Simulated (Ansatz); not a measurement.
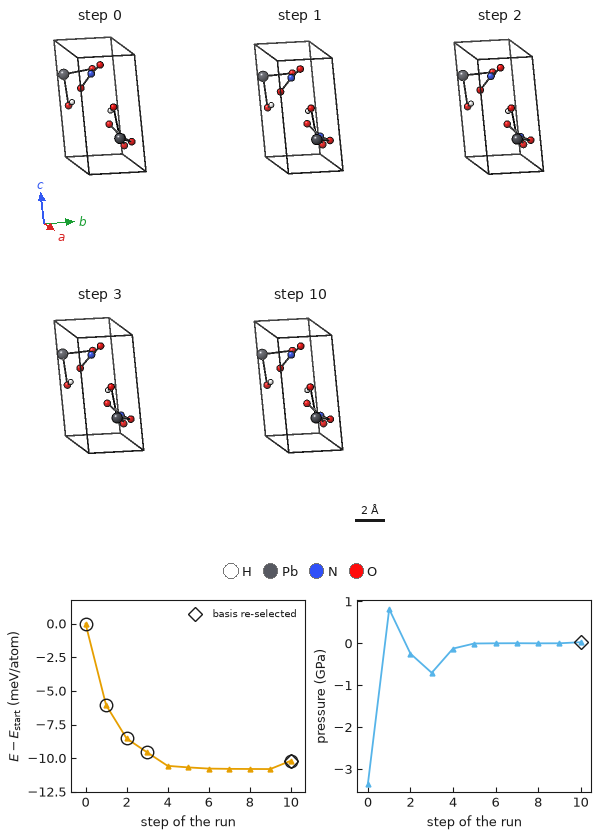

Frames of a relaxation of solid HPbNO₄ (a generated structure, set up in P2_1), marked on the history of the run. A ball-and-stick model of the cell of the calculation, seen slightly off an axis.

The run lets cell and atoms move.

These are results of Ansatz 0.2.0, Kohn-Sham DFT of a periodic cell, r2SCAN, Ansatz PAW, not measurements.

Input
```yaml
crystal:
  lattice:
    - [6.43453, 0.0, 0.00872]
    - [0.0, 4.11089, 0.0]
    - [-3.14884, 0.0, 7.72026]
  atoms:
    - { symbol: H, position: [0.29356, 0.09662, 0.51195] }
    - { symbol: H, position: [0.70644, 0.59662, 0.48805] }
    - { symbol: Pb, position: [0.98504, 0.60505, 0.29264] }
    - { symbol: Pb, position: [0.01496, 0.10504, 0.70736] }
    - { symbol: "N", position: [0.5923, 0.36587, 0.7929] }
    - { symbol: "N", position: [0.4077, 0.86587, 0.2071] }
    - { symbol: O, position: [0.12824, 0.09198, 0.45672] }
    - { symbol: O, position: [0.41419, 0.4619, 0.80564] }
    - { symbol: O, position: [0.78042, 0.46544, 0.89401] }
    - { symbol: O, position: [0.58396, 0.16262, 0.67325] }
    - { symbol: O, position: [0.87176, 0.59198, 0.54328] }
    - { symbol: O, position: [0.58581, 0.9619, 0.19436] }
    - { symbol: O, position: [0.21958, 0.96544, 0.10599] }
    - { symbol: O, position: [0.41604, 0.66262, 0.32675] }
hamiltonian:
  xc: r2scan
  pseudopotentials: { kind: paw }
kpoints:
  mp_grid: { grid: [4, 5, 3] }
scf:
  occupations: { method: fermi_dirac, width: 0.05 }
output:
  forces: true
  stress: true
  eigenvalues: true
  write_density: true
  write_potential: true
  elf: true
  volumetric_format: npy
relax:
  f_tol: 0.01
  max_steps: 40
  cell: { stress_tol: 0.05 }
```

Run as
```bash
ansatz run input.yaml --threads 8 --pin off --max-ram 20480MiB --backend cpu --events-out ev --progress --plain --runs-dir out
```

Question: Describe the path.

Answer: Over 9 accepted moves (10 points after the start) the energy falls by 10.2 meV per atom. The largest force component goes from 0.58 to 0.0075 eV/Å. Pressure: −3.34 GPa at the start and 0.03 GPa at the end. At 1 point the geometry stayed and the basis and grid were re-selected for the new cell (energy shift of 0.6 meV per atom at most each time). The largest moves relative to the cell, 0.16 Å, are those of O atoms. By element the largest moves are O 0.16 Å, Pb 0.12 Å, H 0.10 Å, N 0.10 Å. The drawn cell changes as follows: a 6.435 → 6.310 Å (−1.9 %), b 4.111 → 3.907 Å (−5.0 %), c 8.338 → 8.178 Å (−1.9 %), β 112.1° → 111.4°; the volume changes by −8.1 %. Near-neighbour distances that change, for instance: O–Pb 2.494 → 2.423 Å, O–Pb 2.459 → 2.416 Å, O–Pb 2.690 → 2.652 Å, O–Pb 2.404 → 2.374 Å. Among the angles between lasting bonds that change: O–Pb–O 114.1° → 109.1°, Pb–O–Pb 114.1° → 109.1°. The space group stays P2_1 (No. 4). From step 0 to 1: N and O atoms move most (0.13 Å), volume −10.0 %, energy −6.0 meV per atom. From step 1 to 2: O atoms move most (0.07 Å), volume +3.2 %, energy −2.5 meV per atom. From step 2 to 3: N atoms move most (0.04 Å), volume +1.2 %, energy −1.0 meV per atom. From step 3 to 10: O atoms move most (0.05 Å), volume −2.3 %, energy −0.6 meV per atom.

```
step  E − E(0), meV/atom  largest force component, eV/Å  pressure, GPa  volume, Å³/atom                      note
   0                0.00                         0.5807          -3.34           14.595                          
   1               -6.05                         0.3312           0.82           13.137                          
   2               -8.53                         0.5252          -0.25           13.552                          
   3               -9.57                         0.2921          -0.70           13.715                          
   4              -10.57                         0.1044          -0.12           13.502                          
   5              -10.69                         0.0717           0.00           13.453                          
   6              -10.78                         0.0764           0.00           13.413                          
   7              -10.80                         0.0379           0.00           13.417                          
   8              -10.80                         0.0179           0.00           13.411                          
   9              -10.81                         0.0076           0.00           13.406                          
  10              -10.20                         0.0075           0.03           13.406  same geometry, new basis
```
